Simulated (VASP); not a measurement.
Band structure of HoTe$_{2}$ (space group P4/nmm). Level of theory: PBEsol GGA, VASP's PBE PAW potentials (set 64) (plane waves; VASP 6.6.1).

The 4f electrons are frozen in the core of the lanthanide potential, so 4f levels, which can set the real gap, and their magnetism are missing.  Unless said otherwise, spin-orbit coupling is left out, though it shifts the bands of the heavy elements here.

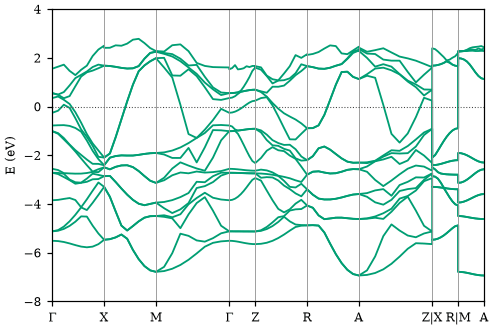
Figure. Bands along high-symmetry lines, zero at the valence-band maximum or, without a gap, the Fermi level

Task: Read the plot: is there a gap, and where are the band edges?

Result: It has no gap at this level: it comes out as a metal or semimetal. (Edges off the drawn lines would not show.)

The structure comes from a computed database's HoTe2 entry (P4/nmm); how it stands against other phases isn't given here. It was relaxed first.
